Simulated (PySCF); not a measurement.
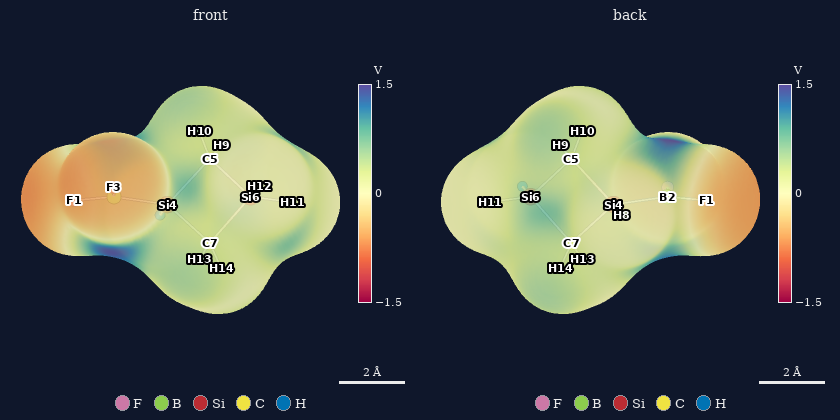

Figure 1: C$_{2}$H$_{7}$BF$_{2}$Si$_{2}$ (SMILES FB(F)[SiH]1C[SiH2]C1). The molecular electrostatic potential painted on the density surface at 0.001 e/bohr³, seen from the front and from behind; the colour scale runs from red (negative) to blue (positive).

Geometry: GFN2-xTB.

These are results of PBE0/pcSseg-1, SCF density, gas phase, non-relativistic in PySCF 2.14.0, not measurements.

```csv
atom,x (Å),y (Å),z (Å)
F,3.5896,0.4886,-0.2718
B,2.3006,0.7797,-0.2339
F,2.0870,2.0751,-0.3877
Si,0.8631,-0.5428,0.0191
C,-0.4269,-0.0843,1.3788
Si,-1.8352,0.1047,0.0900
C,-0.5774,-0.4231,-1.2584
H,1.3412,-1.9294,0.1691
H,-0.5970,-0.8722,2.1064
H,-0.2053,0.8168,1.9453
H,-2.9541,-0.8220,0.2726
H,-2.3362,1.4722,-0.0567
H,-0.4337,0.3027,-2.0548
H,-0.8164,-1.3663,-1.7401
```

Question: Which sites attract a positive test charge, and which a negative one?

Answer: A positive charge is drawn to the negative regions and a negative charge to the positive ones. The most negative region (about −0.7 V) lies over F1 and F3, the most positive (about +1.4 V) over B2.

Question: What dipole moment does the calculation give?

Answer: Its dipole moment is 1.36 D.
